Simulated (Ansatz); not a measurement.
# GaH₇O₃Si₂: small, medium and large basis sets

How large a basis does GaH₇O₃Si₂ need? Two functionals are run in growing sets.

Computed with Ansatz 0.2.0, Gaussian basis. Level: one geometry, several basis sets.

The runs, in order: PBE0-D4/def2-SVP; ωB97M-V/def2-SVP; PBE0-D4/def2-QZVPP; ωB97M-V/def2-QZVPP; the functionals' def2-TZVPP values are taken from earlier runs.

## Step 1: Structure used throughout

All runs share one geometry, relaxed beforehand with PBE0-D4 in a triple-zeta def2 set.

13 atoms, charge 0, spin multiplicity 1.

Atoms are counted from 1 here; the program's logs count them from 0.

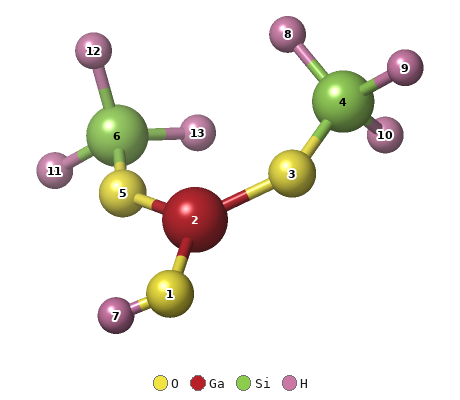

The geometry (oxygen yellow, gallium red, silicon green, hydrogen pink); atoms are numbered from 1 in the order of the file.

## Step 2: PBE0-D4 in def2-SVP

File in.yaml:

```yaml
crystal:
  periodic: [false, false, false]
  atoms:
    - {symbol: O, position_ang: [1.266773, 2.088548, -2.213752]}
    - {symbol: Ga, position_ang: [0.613349, 0.969579, -1.018325]}
    - {symbol: O, position_ang: [1.698473, 0.283858, 0.183973]}
    - {symbol: Si, position_ang: [1.663958, -0.809848, 1.398570]}
    - {symbol: O, position_ang: [-1.106930, 0.556567, -1.043280]}
    - {symbol: Si, position_ang: [-2.173848, -0.311777, -0.158159]}
    - {symbol: H, position_ang: [0.596810, 2.411232, -2.821416]}
    - {symbol: H, position_ang: [0.719866, -1.920177, 1.087308]}
    - {symbol: H, position_ang: [3.028089, -1.369088, 1.572436]}
    - {symbol: H, position_ang: [1.230658, -0.166510, 2.667484]}
    - {symbol: H, position_ang: [-3.529449, 0.262501, -0.353769]}
    - {symbol: H, position_ang: [-2.177901, -1.734438, -0.591710]}
    - {symbol: H, position_ang: [-1.829829, -0.260469, 1.290630]}
basis:
  gaussian: {orbitals: def2-SVP}
hamiltonian: {xc: pbe0, dispersion: d4}
output: {orbitals: {seedname: orbitals}}
```

Launch:

```
> ansatz run in.yaml --threads 4 --pin off --events-out ev --progress --plain --max-ram 11315MiB
```

Output:

```text
Functional definition: PBE0
  name "PBE0"
  cite "Adamo & Barone, J. Chem. Phys. 110, 6158 (1999) doi:10.1063/1.478522"
  cite "Perdew, Burke & Ernzerhof, Phys. Rev. Lett. 77, 3865 (1996) doi:10.1103/PhysRevLett.77.3865"
  parent pbe
  parameter a = 0.25
  parameter kappa = 0.804
  parameter beta = 0.06672455060314922
  exchange = (1 - a)*pbe_x(kappa = kappa, mu = beta*pi^2/3) + a*exact_x
  correlation = pbe_c(beta = beta)
1390 factors; integrals over basis functions are off by at most 1.2e-3 eV
mean field evaluation 1: about -74343.3662 eV, gradient 8.4e1 eV
mean field evaluation 2: about -74317.0804 eV, gradient 1.4e2 eV
mean field evaluation 4: about -74355.4667 eV, gradient 4.2e0 eV
mean field evaluation 8: about -74355.5704 eV, gradient 1.4e-1 eV
mean field evaluation 16: about -74355.5705 eV, gradient 4.0e-5 eV
mean field -74355.57046303 eV, -2732.5168145004 hartree, gradient 3.9e-5 eV, S^2 0.000000; 0 other end points of the search recorded, 0 dependent functions left out
reference -74355.57049994 eV, -2732.5168158568 hartree; 45, 45 occupied and 100, 100 virtual orbitals, 1390 factors
Total energy: -74355.86464700 eV, -2732.5276255619 hartree
```

Run time: 2.4 s. Hardware: 4 threads of Arm Neoverse V1, shared host; peak memory 0.42 GiB.

## Step 3: ωB97M-V in def2-SVP

in.yaml, as its differences from that of step 2:

```diff
@@ -18,3 +18,3 @@
   gaussian: {orbitals: def2-SVP}
-hamiltonian: {xc: pbe0, dispersion: d4}
+hamiltonian: {xc: {name: wB97M-V}}
 output: {orbitals: {seedname: orbitals}}
```

Launched as before.

Output (excerpt; [...] marks lines left out):

```text
Functional definition: wB97M-V
  name "wB97M-V"
  cite "Mardirossian & Head-Gordon, J. Chem. Phys. 144, 214110 (2016) doi:10.1063/1.4952647"
  cite "Becke, J. Chem. Phys. 107, 8554 (1997) doi:10.1063/1.475007"
  cite "Vydrov & Van Voorhis, J. Chem. Phys. 133, 244103 (2010) doi:10.1063/1.3521275"
  # Of w^i u^j: cxij and so on, Table III.
[...]
  gx(w, u) = 1 - cx + cx01*u + cx10*w
  gss(w, u) = css00 + css04*u^4 + css10*w + css20*w^2 + css43*w^4*u^3
  gos(w, u) = cos00 + cos10*w + (cos20 + cos21*u)*w^2 + (cos60 + cos61*u)*w^6
[...]
      + integral(e_c_pw_mod_opposite_spin*gos(b97_w_opposite, b97_u_opposite)) + vv10(b, c)
1390 factors; integrals over basis functions are off by at most 1.2e-3 eV
428 factors; integrals over basis functions are off by at most 6.5e-6 eV
[...]
mean field -74369.80885814 eV, -2733.0400658696 hartree, gradient 7.6e-5 eV, S^2 0.000000; 0 other end points of the search recorded, 0 dependent functions left out
reference -74369.80891607 eV, -2733.0400679986 hartree; 45, 45 occupied and 100, 100 virtual orbitals, 1390 factors
Total energy: -74369.80891607 eV, -2733.0400679986 hartree
```

It took 10 s on 4 threads of Arm Neoverse V1, shared host; peak memory 0.63 GiB.

## Step 4: PBE0-D4 in def2-QZVPP

in.yaml, as its differences from that of step 3:

```diff
@@ -17,4 +17,4 @@
 basis:
-  gaussian: {orbitals: def2-SVP}
-hamiltonian: {xc: {name: wB97M-V}}
+  gaussian: {orbitals: "def2-QZVPP.json"}
+hamiltonian: {xc: pbe0, dispersion: d4}
 output: {orbitals: {seedname: orbitals}}
```

The command is unchanged.

Output:

```text
Functional definition: PBE0
  name "PBE0"
  cite "Adamo & Barone, J. Chem. Phys. 110, 6158 (1999) doi:10.1063/1.478522"
  cite "Perdew, Burke & Ernzerhof, Phys. Rev. Lett. 77, 3865 (1996) doi:10.1103/PhysRevLett.77.3865"
  parent pbe
  parameter a = 0.25
  parameter kappa = 0.804
  parameter beta = 0.06672455060314922
  exchange = (1 - a)*pbe_x(kappa = kappa, mu = beta*pi^2/3) + a*exact_x
  correlation = pbe_c(beta = beta)
2318 factors; their error is unknown
mean field evaluation 1: about -74362.7683 eV, gradient 9.9e1 eV
mean field evaluation 2: about -74325.4600 eV, gradient 1.7e2 eV
mean field evaluation 4: about -74377.7891 eV, gradient 4.7e0 eV
mean field evaluation 8: about -74377.8232 eV, gradient 2.1e-1 eV
mean field evaluation 16: about -74377.9865 eV, gradient 5.8e-5 eV
mean field -74377.98652737 eV, -2733.3405896708 hartree, gradient 7.5e-5 eV, S^2 0.000000; 0 other end points of the search recorded, 0 dependent functions left out
reference -74377.98657964 eV, -2733.3405915916 hartree; 45, 45 occupied and 565, 565 virtual orbitals, 2318 factors
Total energy: -74378.28072670 eV, -2733.3514012968 hartree
```

Run time: 24 s. Hardware: 4 threads of Arm Neoverse V1, shared host; peak memory 3.2 GiB.

## Step 5: ωB97M-V in def2-QZVPP

in.yaml, as its differences from that of step 4:

```diff
@@ -18,3 +18,3 @@
   gaussian: {orbitals: "def2-QZVPP.json"}
-hamiltonian: {xc: pbe0, dispersion: d4}
+hamiltonian: {xc: {name: wB97M-V}}
 output: {orbitals: {seedname: orbitals}}
```

Launched as before.

Output (excerpt; [...] marks lines left out):

```text
Functional definition: wB97M-V
  name "wB97M-V"
  cite "Mardirossian & Head-Gordon, J. Chem. Phys. 144, 214110 (2016) doi:10.1063/1.4952647"
  cite "Becke, J. Chem. Phys. 107, 8554 (1997) doi:10.1063/1.475007"
  cite "Vydrov & Van Voorhis, J. Chem. Phys. 133, 244103 (2010) doi:10.1063/1.3521275"
  # Of w^i u^j: cxij and so on, Table III.
[...]
  gx(w, u) = 1 - cx + cx01*u + cx10*w
  gss(w, u) = css00 + css04*u^4 + css10*w + css20*w^2 + css43*w^4*u^3
  gos(w, u) = cos00 + cos10*w + (cos20 + cos21*u)*w^2 + (cos60 + cos61*u)*w^6
[...]
      + integral(e_c_pw_mod_opposite_spin*gos(b97_w_opposite, b97_u_opposite)) + vv10(b, c)
2273 factors; their error is unknown
512 factors; integrals over basis functions are off by at most 8.9e-6 eV
[...]
mean field -74392.27293256 eV, -2733.8656053781 hartree, gradient 3.5e-5 eV, S^2 0.000000; 0 other end points of the search recorded, 0 dependent functions left out
reference -74392.27301786 eV, -2733.8656085128 hartree; 45, 45 occupied and 565, 565 virtual orbitals, 2273 factors
Total energy: -74392.27301786 eV, -2733.8656085128 hartree
```

Wall time 47 s (4 threads of Arm Neoverse V1, shared host); peak memory 3.8 GiB.

## Step 6: Density functionals: the series

The def2-TZVPP values come from earlier runs at the same geometry.

```
functional       basis  functions  energy (eV)  from the largest (eV)  HOMO (eV)  LUMO (eV)
   PBE0-D4    def2-SVP        145  -74355.8646                 22.416      -8.60      -1.15
   PBE0-D4  def2-TZVPP        323  -74376.1412                  2.139      -8.68      -1.36
   PBE0-D4  def2-QZVPP        610  -74378.2807                  0.000      -8.70      -1.47
   ωB97M-V    def2-SVP        145  -74369.8089                 22.464     -10.84       0.70
   ωB97M-V  def2-TZVPP        323  -74390.2519                  2.021     -10.97       0.39
   ωB97M-V  def2-QZVPP        610  -74392.2730                  0.000     -10.99       0.14
```

## Step 7: What came out

```
                                       quantity           value
PBE0-D4: double and triple zeta above quadruple  22.42, 2.14 eV
ωB97M-V: double and triple zeta above quadruple  22.46, 2.02 eV
```

What this shows: PBE0-D4 gains 20.28 eV from double to triple zeta, then 2.14 eV more. Total energies overstate the basis error of differences, where much of it tends to cancel. The LUMO of ωB97M-V is positive and keeps falling with the basis (0.70 to 0.14 eV): an unbound level that the basis holds in place.

For PBE0-D4 the largest set took about 10 times as long as the smallest (24 s against 2.4 s).
